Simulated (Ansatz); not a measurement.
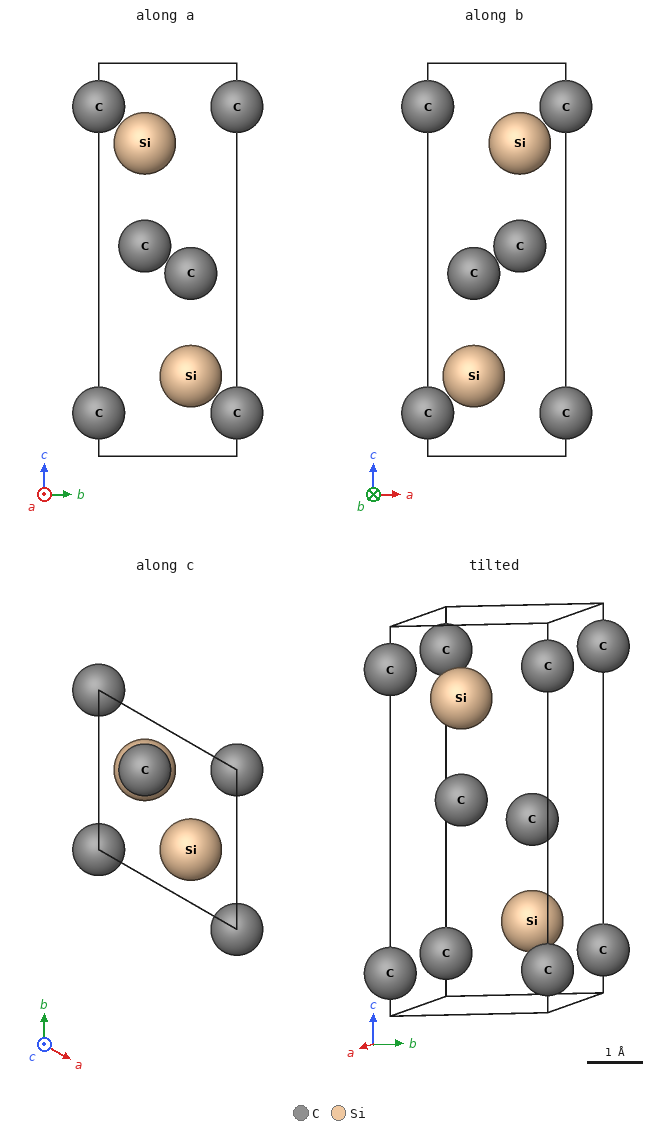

Drawn in the spheres-only manner and seen along the a axis, along the b axis, along the c axis and slightly off an axis. The conventional unit cell is drawn as a box.

Lattice parameters: a = 2.9474 Å, b = 2.9474 Å, c = 7.2631 Å, α = 90.000°, β = 90.000°, γ = 120.000°.

Give the structure in the form of a CIF with its space group and independent sites, with free fractional coordinates to two decimals.

```cif
data_structure
_symmetry_space_group_name_H-M 'P -3 m 1'
_symmetry_Int_Tables_number 164
_cell_length_a 2.9474
_cell_length_b 2.9474
_cell_length_c 7.2631
_cell_angle_alpha 90.000
_cell_angle_beta 90.000
_cell_angle_gamma 120.000
_cell_volume 54.64
loop_
_atom_site_label
_atom_site_type_symbol
_atom_site_symmetry_multiplicity
_atom_site_Wyckoff_symbol
_atom_site_fract_x
_atom_site_fract_y
_atom_site_fract_z
_atom_site_occupancy
C1 C 2 c 0.00 0.00 0.89 1
C2 C 2 d 0.6667 0.3333 0.53 1
Si1 Si 2 d 0.3333 0.6667 0.20 1
```

The structure comes from a structure type filled with these elements by a generator (whether the compound takes this form wasn't checked). The picture shows the end point of a geometry optimisation with Ansatz, DFT, PBE, plane waves, PAW.
